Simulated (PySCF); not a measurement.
## Electronic structure of C₅H₁₁N₂Si (SMILES CC[SiH2]N1C=C[N]C1) (doublet) in real space

```tsv
atom	x (Å)	y (Å)	z (Å)
C	3.1703	0.2227	0.0484
C	1.7157	0.6750	0.0948
Si	0.5367	-0.7822	-0.1849
N	-1.0981	-0.2344	-0.0326
C	-1.6339	1.0113	0.1296
C	-3.0145	0.8926	0.1497
N	-3.4175	-0.3521	0.0078
C	-2.2416	-1.1380	-0.1152
H	3.3662	-0.5163	0.8214
H	3.8459	1.0629	0.1997
H	3.3990	-0.2294	-0.9135
H	1.5231	1.1453	1.0607
H	1.5626	1.4444	-0.6644
H	0.7312	-1.8333	0.8239
H	0.7056	-1.3508	-1.5311
H	-1.0133	1.8786	0.2204
H	-3.7261	1.6891	0.2646
H	-2.1898	-1.8927	0.6827
H	-2.2312	-1.6835	-1.0695
```

Geometry: GFN2-xTB.

All numbers below come from UKS B3LYP, pcH-1 on C H N Si, non-relativistic, mean-field spin-orbit, GIAO (PySCF).

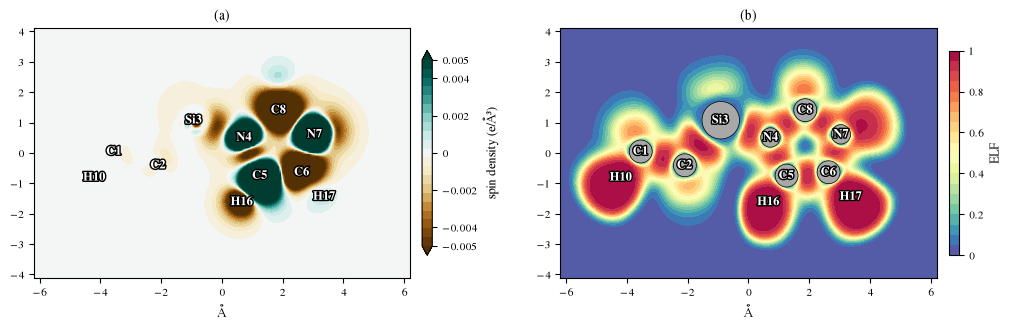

Figure 1. (a) spin density; (b) ELF on the plane of atoms C2, Si3 and N4. Grey discs cover the atomic cores in the ELF map.

Read the bonding off the picture.

- The plane passes through C, Si, N and H nuclei.
- C–N (1.32 Å): the ELF peaks at about 0.90 between the atoms (a covalent bond).
- C–C (1.39 Å): the ELF peaks at about 0.95 between the atoms; localised, covalent bonding.
- Si–N (1.73 Å): the ELF peaks at about 0.90 between the atoms; a shared but strongly polarised pair.
- C–Si (1.90 Å): the ELF peaks at about 0.95 between the atoms; a shared electron pair.
- C–H (1.07 Å): the ELF climbs to about 1 towards the hydrogen, as it does in any bond to H: a covalent bond by its length.
- The ELF also peaks beside N7, away from the bonds: non-bonding electrons, paired or unpaired.
- The unpaired spin (1 electron) lies mostly on N7 (about 0.3), C5 (about 0.3) and N4 (about 0.2), in electrons by Hirshfeld's partition.

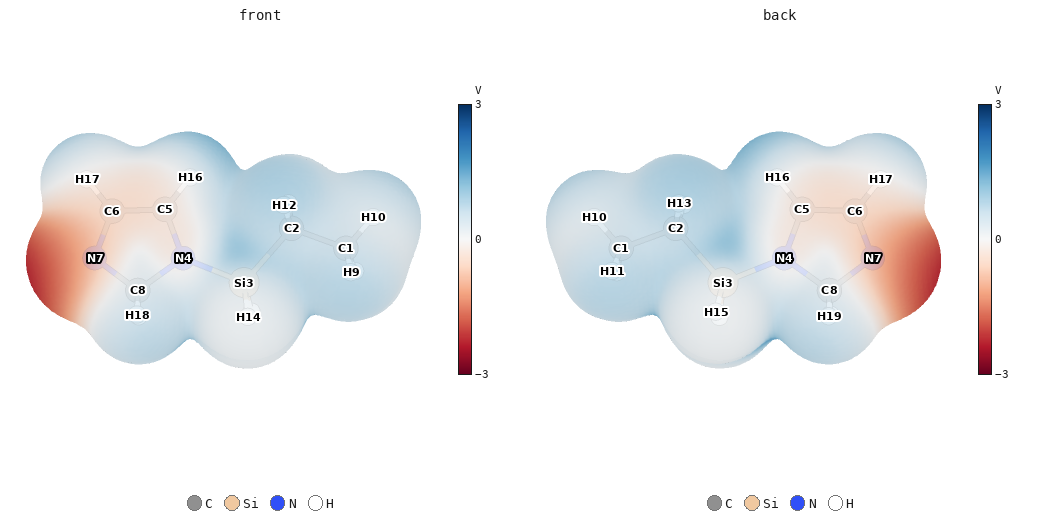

Figure 2. The electrostatic potential painted on the density surface at 0.002 e/bohr³, seen from the front and from behind; the colour scale runs from red (negative) to blue (positive).

Which sites attract a positive test charge, and which a negative one?

A positive charge is drawn to the negative regions and a negative charge to the positive ones. The most negative region (about −2.2 V) lies over N7, the most positive (about +1.4 V) over Si3. N7 is the likeliest acceptor of a hydrogen bond.
